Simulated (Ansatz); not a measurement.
## Geometry relaxation, with input and output: C3H8N2Si (part 2 of 2)

Continued. System: C3H8N2Si. Method: RKS B3LYP-D4/STO-3G (Ansatz 0.2.0). It belongs to a series of runs on one base structure; here: end point B relaxed.

Geometry of the input (Å):
```
N  0.4230  0.4101  -1.9468
C  0.4733  -0.0115  -0.7414
C  1.0415  -1.0380  -0.1100
C  0.7071  -0.8449  1.3630
Si -0.3335  0.6515  0.8781
N  -2.0124  0.5489  0.6651
H  -0.0393  1.3444  -2.1867
H  0.9482  0.0875  -2.7410
H  1.7129  -1.8134  -0.4687
H  1.4476  -0.6624  2.0992
H  0.0165  -1.6703  1.7970
H  0.1498  2.0335  1.2373
H  -2.4657  0.5534  1.5856
H  -2.2528  -0.3618  0.3032
```

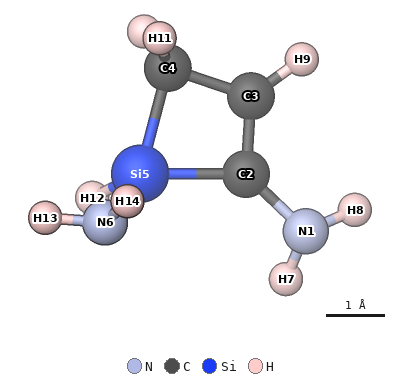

*The geometry at step 8 of the log (ball-and-stick view, seen at a tilt; atoms are numbered from 1 in the order of the input).*

Trajectory as extended XYZ, continued:
```
14
Properties=species:S:1:pos:R:3:forces:R:3 step=3 energy=-13929.10724
N     0.4697    0.4252   -2.0840   -0.0322  -0.0827  -0.6607
C     0.4884    0.0225   -0.7450   -0.0057   0.0489   0.3257
C     1.1158   -1.0005   -0.0925    0.0244   0.0856  -0.1613
C     0.6703   -0.8792    1.3833    0.0943  -0.0544   0.0047
Si   -0.3473    0.6203    0.8098    0.0892  -0.0410   0.0761
N    -2.1081    0.5850    0.7631   -0.1875  -0.2001   0.0364
H     0.0129    1.3127   -2.3586    0.0165   0.0393   0.1294
H     1.1026    0.0332   -2.8132   -0.0211  -0.0423   0.3782
H     1.8062   -1.7574   -0.4886   -0.0294   0.0684  -0.0111
H     1.5009   -0.7042    2.0934   -0.1587   0.0330  -0.0678
H     0.0947   -1.7460    1.7451   -0.0036  -0.0590   0.0570
H     0.0274    1.9111    1.3515    0.0055   0.0147  -0.0070
H    -2.5534    0.7668    1.7016    0.1673  -0.0454  -0.2182
H    -2.4640   -0.3626    0.4679    0.0409   0.2349   0.1185
14
Properties=species:S:1:pos:R:3:forces:R:3 step=4 energy=-13929.15190
N     0.3545    0.3241   -2.1346   -0.3816  -0.0800  -0.0456
C     0.4443    0.0518   -0.7520    0.1422  -0.2021   0.4593
C     1.1396   -0.9360   -0.1275   -0.0055  -0.1483   0.3591
C     0.6554   -0.9179    1.3497    0.4327   0.5017  -0.0959
Si   -0.3577    0.6050    0.8307   -0.6440  -0.3771  -0.4318
N    -2.1229    0.5831    0.7557    0.0957   0.0957   0.2356
H     0.1165    1.3109   -2.3610    0.1771   0.2318  -0.2236
H     1.1635   -0.0350   -2.6824    0.2165   0.1661  -0.2696
H     1.8844   -1.6208   -0.5507   -0.0532  -0.1239  -0.0167
H     1.4433   -0.7090    2.0911    0.1127  -0.1645   0.0191
H     0.1204   -1.8253    1.6686   -0.1197   0.0089  -0.0539
H     0.0138    1.8907    1.3743    0.0925   0.0692   0.0754
H    -2.5385    0.8899    1.6694   -0.1089   0.0010   0.0170
H    -2.5004   -0.3845    0.6027    0.0435   0.0214  -0.0284
14
Properties=species:S:1:pos:R:3:forces:R:3 step=5 energy=-13929.20567
N     0.3647    0.3231   -2.1634   -0.0887   0.3114  -0.4182
C     0.4394    0.0474   -0.7678    0.0644  -0.2299   0.2959
C     1.1180   -0.9510   -0.1396    0.0001  -0.0949   0.2711
C     0.6719   -0.8895    1.3473   -0.0393   0.0750  -0.1783
Si   -0.3916    0.5923    0.8043   -0.1839   0.0336  -0.0192
N    -2.1586    0.5663    0.7902    0.1443  -0.0642   0.1048
H     0.2097    1.3466   -2.3745    0.1653  -0.3129   0.0575
H     1.2238   -0.0110   -2.6738   -0.1202   0.1587   0.0109
H     1.8270   -1.6741   -0.5668   -0.0059   0.0316   0.0203
H     1.4814   -0.6868    2.0671    0.0410  -0.0077  -0.0217
H     0.1298   -1.7854    1.6946    0.0186   0.0023  -0.0615
H    -0.0112    1.8768    1.3523    0.0065   0.0610  -0.0042
H    -2.5532    0.8765    1.7131   -0.0015  -0.0064  -0.0229
H    -2.5348   -0.4041    0.6511   -0.0008   0.0424  -0.0344
14
Properties=species:S:1:pos:R:3:forces:R:3 step=6 energy=-13929.18567 accepted=F
N     0.3685    0.3369   -2.1942   -0.1569   0.0893   0.0277
C     0.3834    0.0057   -0.7884    0.5954   0.2464  -0.1558
C     1.1073   -0.9488   -0.1379   -0.2115   0.0445  -0.6923
C     0.6648   -0.8691    1.3155   -0.1410  -0.0489   0.8998
Si   -0.4167    0.6041    0.7862   -0.1392  -0.1004  -0.1358
N    -2.1742    0.5392    0.8490    0.0429  -0.0129   0.0497
H     0.3766    1.3855   -2.3325   -0.0429  -0.2552   0.0246
H     1.2262   -0.0440   -2.6760   -0.0441   0.0515   0.0817
H     1.8205   -1.6721   -0.5509    0.1027   0.0147  -0.0405
H     1.4744   -0.6740    2.0412   -0.0276  -0.0062  -0.0859
H     0.1237   -1.7668    1.6576   -0.0242  -0.0087   0.0724
H    -0.0424    1.9154    1.2798    0.0401  -0.0469  -0.0005
H    -2.5484    0.8451    1.7805   -0.0021  -0.0139  -0.0429
H    -2.5474   -0.4300    0.7041    0.0083   0.0467  -0.0023
14
Properties=species:S:1:pos:R:3:forces:R:3 step=7 energy=-13929.21901
N     0.3511    0.3242   -2.1798   -0.0064   0.2737  -0.1583
C     0.4248    0.0292   -0.7752    0.0567  -0.0693   0.1069
C     1.1074   -0.9601   -0.1369    0.0150   0.0431  -0.0972
C     0.6675   -0.8797    1.3402   -0.0460  -0.0432   0.1060
Si   -0.4034    0.5955    0.7947   -0.0571   0.0486  -0.0522
N    -2.1642    0.5553    0.8162    0.0774  -0.0371   0.0499
H     0.2890    1.3660   -2.3497   -0.0181  -0.2246   0.0640
H     1.2163   -0.0122   -2.6781   -0.0085  -0.0183   0.0060
H     1.8302   -1.6748   -0.5534   -0.0102  -0.0088   0.0018
H     1.4872   -0.6805    2.0501   -0.0085   0.0068   0.0021
H     0.1274   -1.7758    1.6902    0.0155   0.0207   0.0027
H    -0.0201    1.8936    1.3147   -0.0049  -0.0178   0.0031
H    -2.5518    0.8549    1.7441   -0.0067  -0.0060  -0.0214
H    -2.5454   -0.4086    0.6568    0.0019   0.0322  -0.0133
14
Properties=species:S:1:pos:R:3:forces:R:3 step=8 energy=-13929.21664 accepted=F
N     0.3455    0.3203   -2.1823   -0.0704   0.1407   0.1658
C     0.4342    0.0099   -0.7767   -0.0148   0.0121  -0.1511
C     1.1153   -0.9773   -0.1366    0.0094  -0.0035   0.0740
C     0.6707   -0.8827    1.3431   -0.0919   0.0872  -0.0036
Si   -0.3958    0.5918    0.7842    0.0498   0.0983   0.0956
N    -2.1518    0.5566    0.8077    0.0130  -0.0249   0.0079
H     0.2424    1.3626   -2.3070    0.0550  -0.1276  -0.1260
H     1.2178    0.0250   -2.6934    0.0192   0.0290   0.0076
H     1.8374   -1.6975   -0.5466   -0.0279   0.0147   0.0066
H     1.4806   -0.6670    2.0571    0.0662  -0.0464   0.0104
H     0.1211   -1.7665    1.7035    0.0341  -0.0693   0.0051
H    -0.0136    1.8923    1.3124   -0.0190  -0.1175  -0.0756
H    -2.5444    0.8594    1.7308   -0.0131   0.0053   0.0009
H    -2.5434   -0.3997    0.6375   -0.0096   0.0018  -0.0176
14
Properties=species:S:1:pos:R:3:forces:R:3 step=9 energy=-13929.22100
N     0.3483    0.3215   -2.1782    0.0183   0.0721  -0.0629
C     0.4286    0.0251   -0.7732   -0.0105   0.0188   0.0240
C     1.1109   -0.9622   -0.1339    0.0216  -0.0179  -0.0231
C     0.6687   -0.8795    1.3449   -0.0073  -0.0142   0.0321
Si   -0.3980    0.5973    0.7944   -0.0435   0.0096  -0.0208
N    -2.1563    0.5605    0.8155    0.0205  -0.0281   0.0400
H     0.2603    1.3580   -2.3461    0.0034  -0.0759   0.0314
H     1.2181    0.0007   -2.6786   -0.0215   0.0022  -0.0060
H     1.8290   -1.6819   -0.5502   -0.0019   0.0006   0.0070
H     1.4870   -0.6793    2.0561   -0.0055  -0.0018  -0.0033
H     0.1279   -1.7752    1.6938    0.0059   0.0144   0.0084
H    -0.0132    1.8941    1.3148    0.0017  -0.0065   0.0074
H    -2.5492    0.8425    1.7461    0.0019   0.0051  -0.0219
H    -2.5461   -0.3944    0.6286    0.0169   0.0216  -0.0124
14
Properties=species:S:1:pos:R:3:forces:R:3 step=10 energy=-13929.22120
N     0.3386    0.3257   -2.1715    0.0105   0.0183  -0.0424
C     0.4291    0.0240   -0.7686    0.0414  -0.0267   0.0098
C     1.1124   -0.9654   -0.1316   -0.0453   0.0325  -0.0186
C     0.6735   -0.8799    1.3493    0.0255   0.0050   0.0205
Si   -0.3935    0.5972    0.7987    0.0124   0.0338   0.0189
N    -2.1476    0.5596    0.8091   -0.0253  -0.0371   0.0089
H     0.2580    1.3624   -2.3325   -0.0035  -0.0203   0.0027
H     1.1961   -0.0026   -2.6871   -0.0027  -0.0006   0.0101
H     1.8280   -1.6864   -0.5484    0.0070  -0.0133  -0.0046
H     1.4962   -0.6800    2.0561   -0.0263   0.0030  -0.0057
H     0.1322   -1.7725    1.7040    0.0044  -0.0074  -0.0029
H    -0.0084    1.8934    1.3207   -0.0025  -0.0060   0.0059
H    -2.5619    0.8427    1.7283    0.0163   0.0200   0.0167
H    -2.5366   -0.3911    0.6075   -0.0120  -0.0014  -0.0192
14
Properties=species:S:1:pos:R:3:forces:R:3 step=11 energy=-13929.22158
N     0.3441    0.3245   -2.1763   -0.0055  -0.0104   0.0052
C     0.4298    0.0250   -0.7715    0.0060  -0.0055  -0.0094
C     1.1093   -0.9654   -0.1331    0.0081   0.0044   0.0059
C     0.6719   -0.8777    1.3482   -0.0143  -0.0026  -0.0045
Si   -0.3952    0.5985    0.7959   -0.0073   0.0043   0.0202
N    -2.1501    0.5581    0.8152    0.0075  -0.0087   0.0030
H     0.2603    1.3602   -2.3383   -0.0008   0.0103  -0.0036
H     1.2056   -0.0010   -2.6865    0.0031  -0.0022   0.0047
H     1.8240   -1.6885   -0.5488    0.0011  -0.0022  -0.0040
H     1.4924   -0.6754    2.0562    0.0016   0.0020  -0.0101
H     0.1319   -1.7709    1.7035    0.0002  -0.0005   0.0002
H    -0.0099    1.8929    1.3218   -0.0050   0.0034  -0.0008
H    -2.5556    0.8370    1.7401    0.0055  -0.0052  -0.0115
H    -2.5422   -0.3903    0.6074   -0.0001   0.0127   0.0048
14
Properties=species:S:1:pos:R:3:forces:R:3 step=12 energy=-13929.22162
N     0.3437    0.3236   -2.1761   -0.0017  -0.0008   0.0022
C     0.4299    0.0253   -0.7711   -0.0005   0.0039  -0.0022
C     1.1101   -0.9646   -0.1329   -0.0053  -0.0034  -0.0017
C     0.6712   -0.8780    1.3478    0.0080   0.0012   0.0027
Si   -0.3951    0.5990    0.7968   -0.0024  -0.0043  -0.0041
N    -2.1496    0.5584    0.8154    0.0033  -0.0016   0.0026
H     0.2598    1.3593   -2.3390    0.0008   0.0026  -0.0019
H     1.2061   -0.0018   -2.6849    0.0022  -0.0006  -0.0015
H     1.8244   -1.6879   -0.5493   -0.0008   0.0008   0.0005
H     1.4923   -0.6757    2.0549    0.0004  -0.0010   0.0037
H     0.1316   -1.7717    1.7025    0.0000   0.0018   0.0002
H    -0.0115    1.8940    1.3225    0.0002  -0.0008   0.0012
H    -2.5546    0.8366    1.7404   -0.0033   0.0002  -0.0023
H    -2.5424   -0.3893    0.6070   -0.0008   0.0020   0.0007
```
